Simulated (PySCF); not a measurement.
## A study: C₂H₂F₄, SMILES `FC(F)C(F)F`

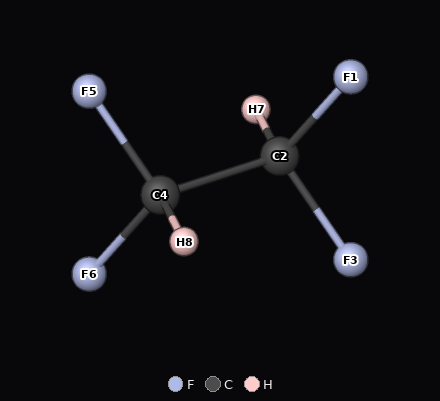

The molecule, with its atoms numbered as below. No frequency check shows the geometry to be a minimum.

Coordinates in Å:

```
F1      -1.3835    1.0828   -0.0916
C2      -0.7000   -0.0001    0.3224
F3      -1.3835   -1.0827   -0.0916
C4       0.7000   -0.0001   -0.3224
F5       1.3835    1.0828    0.0916
F6       1.3835   -1.0827    0.0916
H7      -0.6516   -0.0001    1.4216
H8       0.6516   -0.0001   -1.4216
```

### 1. Bonding charge

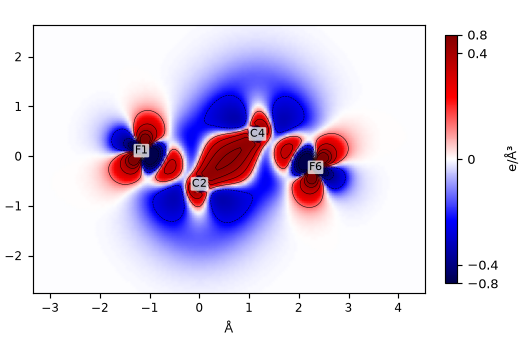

Deformation density (molecule less spherical, spin-averaged free atoms) in the plane of F1, C2, C4 and F6; colour scale in e/Å³, logarithmic beyond ±0.1; red: gain, blue: loss.

PySCF calculation, PBE0/def2-SVP, gas phase; geometry: GFN2-xTB.

Q: Describe the bonding that the map shows.

A: C2–C4: +0.64 e/Å³ at the bond critical point (bond length 1.54 Å, Mayer order 1.0). C4–F6 and F1–C2: +0.07 e/Å³ at the bond critical point (bond length 1.35 Å, Mayer order 1.1); up to 0.6 Å beside the axis the gain reaches +0.27 e/Å³. In all, 1.8 electrons gather in the regions of gain relative to the promolecule. A small or negative value marks a very polar bond, one between electron-rich atoms, whose free-atom densities already overlap strongly, a long bond to a heavier atom, or a closed-shell contact such as a hydrogen bond.

Q: Where do the Hirshfeld charges lie?

A: The highest Hirshfeld charge is on C2 and C4 (+0.13 e), the lowest on F1, F3, F5 and F6 (−0.09 e).

```json
{"atom": "F1", "charge (e)": "−0.09"}
{"atom": "C2", "charge (e)": "+0.13"}
{"atom": "F3", "charge (e)": "−0.09"}
{"atom": "C4", "charge (e)": "+0.13"}
{"atom": "F5", "charge (e)": "−0.09"}
{"atom": "F6", "charge (e)": "−0.09"}
{"atom": "H7", "charge (e)": "+0.05"}
{"atom": "H8", "charge (e)": "+0.05"}
```

### 2. Bond critical points

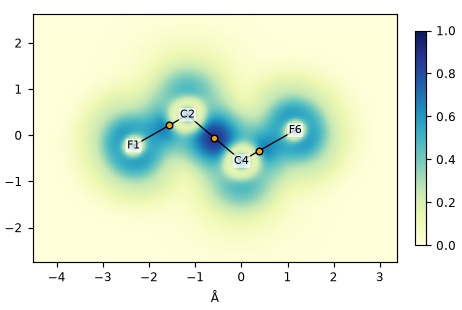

Localised orbital locator (LOL) in the plane of F1, C2, C4 and F6, with bond paths and bond critical points (dots).

Q: Rank the bonds in the plane by LOL at their critical points.

A: C2–C4: about 0.87; C4–F6 and F1–C2: about 0.46. Values above 0.5 mark slow, localised electrons, as in shared pairs; low values at a critical point mark a polar or closed-shell contact whose critical point lies between the shells.

Q: Where along C4–F6 does the critical point lie?

A: 0.45 Å from C4 and 0.89 Å from F6.

### 3. Electrostatic potential

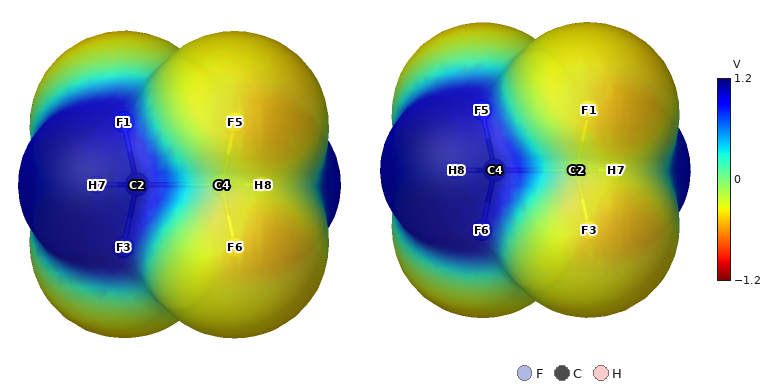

Electrostatic potential on the surface of electron density 0.001 a.u. (back view left, front view right).

Q: Where are the extremes of the potential on the surface?

A: Highest: 1.16 V, 1.3 Å from H8, and at like points elsewhere. Lowest: −0.48 V, 1.6 Å from F6, and at like points elsewhere. The surface is sampled at points, so like sites can differ by a few per cent and only the strongest of them is named.

Q: What volume does the surface enclose, and what is the dipole moment?

A: About 80 Å³; the dipole moment is 0.0 D.

### 4. Excited states

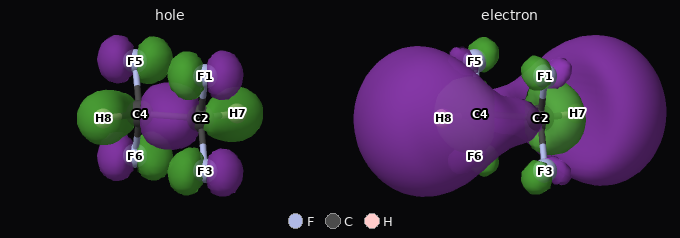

Leading natural transition orbital pair of S₃ (full linear response singlet states); the surfaces enclose about 78 % of each orbital's density.

Level of theory: PBE0/def2-SVP (PySCF), at a geometry from GFN2-xTB. Without diffuse functions Rydberg states are missing, so the states' numbers hold for this basis only.

Q: Give its energy and the atoms that hole and electron lie on.

A: 11.05 eV (112 nm), f = 0.000 (dark), partly diffuse acceptor orbital, which a basis without diffuse functions describes poorly; the leading pair carries 99 %; hole on C2 and C4 (18 % each), F1, F3, F5 and F6 (13 % each) and H7 and H8 (6 % each), electron on H7 and H8 (30 % each) and C2 and C4 (15 % each) (atom shares of so diffuse an orbital are rough); their centroids lie 0.0 Å apart. In canonical orbitals it is mainly HOMO → LUMO+2 (99 %). The HOMO–LUMO gap is 11.65 eV.

### 5. In an electric field

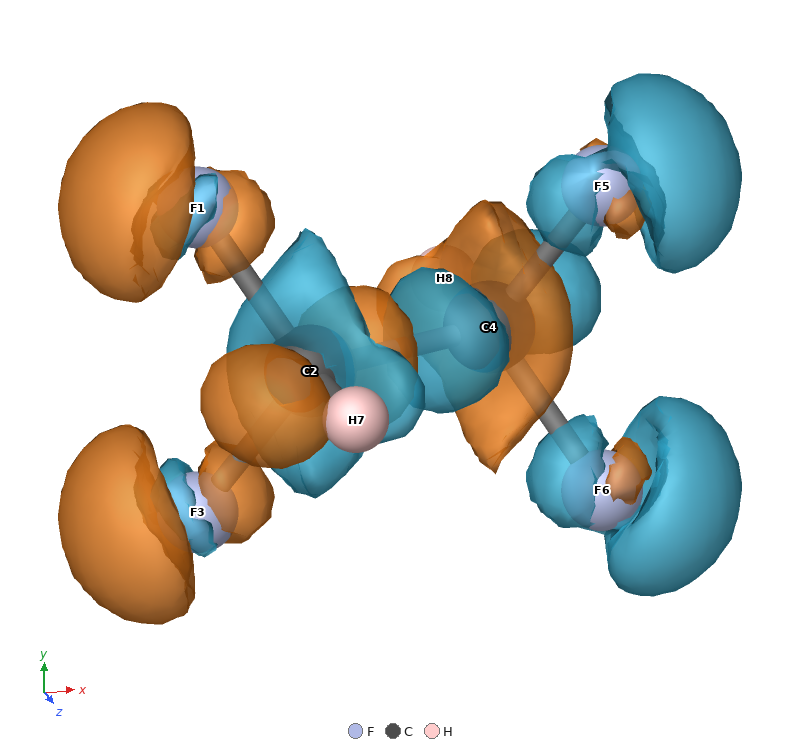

Change of the electron density in a uniform field of 0.41 V/Å, surfaces at ±0.004 e/Å³ (light blue: gain, orange: loss).

Method: PBE/6-31G*; geometry: GFN2-xTB; program: PySCF. A basis without diffuse functions makes polarisabilities too small.

Q: Along which Cartesian direction does the field point?

A: Along −x: electrons gather on the +x side, against the field.

Q: What dipole is induced, and what polarisability does it imply?

A: The induced dipole is 0.50 D (along the field); α along this axis, from the fields in both directions, is 25 bohr³ (3.6 Å³).

Q: Which atoms gain and lose the most charge?

A: Electrons gather most on F5 and F6 alike (Hirshfeld charge changes by −0.011 e) and leave F1 and F3 alike most (+0.011 e); 0.056 electrons are displaced in all.

### 6. Localised orbitals

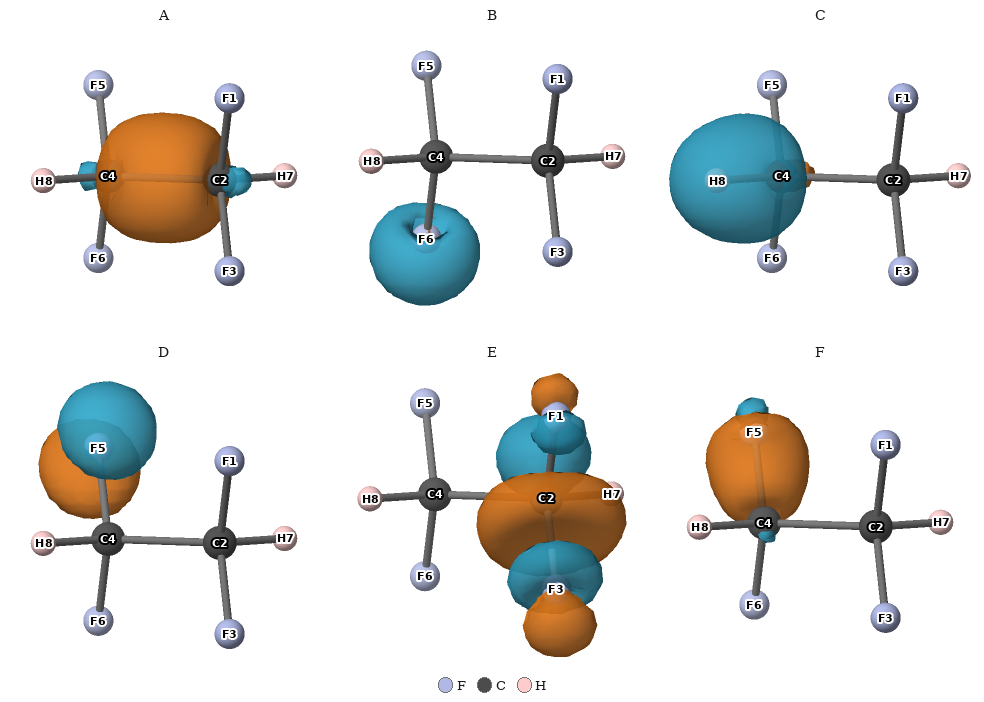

Intrinsic bond orbitals (IBO), occupied and valence-virtual; each surface holds about 80 % of the orbital's density. Energies are diagonal elements of the Fock matrix.

PySCF calculation, ωB97X/6-311+G**, gas phase; geometry: GFN2-xTB.

Q: Identify each orbital.

A: By panel:
- A: σ bond C2–C4 (C2 50 %, C4 50 %; −21.2 eV)
- B: lone pair on F6 (sp0.4-type) (F6 100 %; −28.0 eV)
- C: σ bond C4–H8 (C4 59 %, H8 40 %; −19.1 eV)
- D: lone pair on F5 (p-type) (F5 97 %; −15.9 eV)
- E: σ* orbital C2–F3, mostly on C2 (C2 67 %, F3 30 %; 8.3 eV)
- F: σ bond F5–C4 (F5 69 %, C4 30 %; −29.0 eV)

Q: How do all the valence pairs divide up?

A: 19 pairs: 12 lone pairs and 7 σ bonds.

### 7. Stretching a bond

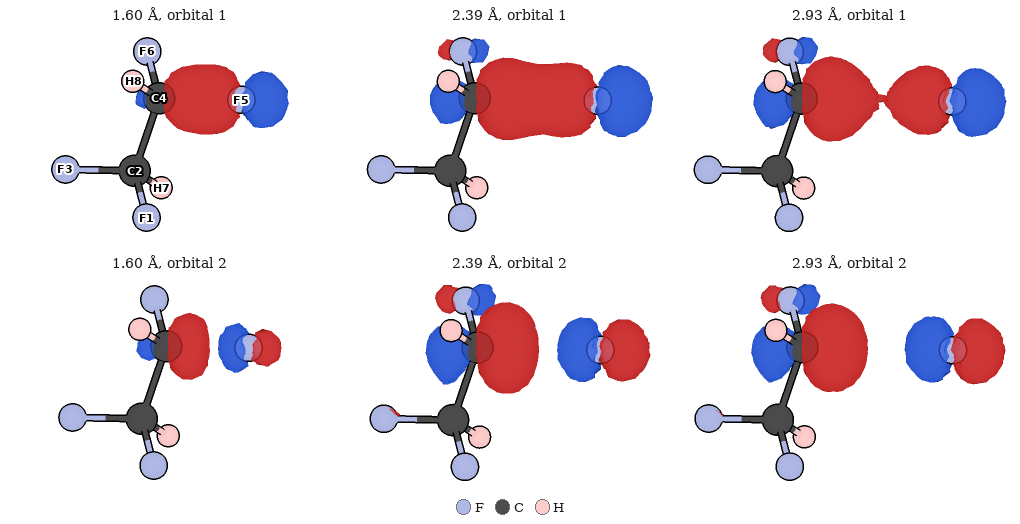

Rigid stretch of the C4–F5 bond. The two CASSCF(2,2) natural orbitals nearest half filling (orbital 1 the more occupied).

Level of theory: def2-SVP basis (PySCF), at a geometry from GFN2-xTB.

Q: How do the occupations change along the stretch?

A: 1.60 Å: 1.95 and 0.05; 2.39 Å: 1.58 and 0.42; 2.93 Å: 1.25 and 0.75. At the longest distance computed (3.72 Å) they are 1.02 and 0.98, and the effective number of unpaired electrons is 2.0.

Q: Where does the UHF solution part from RHF?

A: Between 1.80 Å (⟨S²⟩ = 0, the two coincide) and 2.06 Å (⟨S²⟩ = 0.69); at 3.72 Å ⟨S²⟩ is 1.01 and UHF lies 5.9 eV below RHF.

Q: How much energy does the stretch cost?

A: By CASSCF, 4.5 eV from the lowest point of the scan (1.33 Å) to 3.72 Å; RHF gives 9.6 eV from its own lowest point. The fragments aren't relaxed and dynamic correlation is missing, so this isn't a bond dissociation energy.

The PySCF runs shown took 10 s, 3.2 min, 33 s, 12 s and 5.5 min on 1 thread of Intel(R) Xeon(R) Platinum 8259CL CPU @ 2.50GHz (Skylake/Cascade Lake) (shared host).
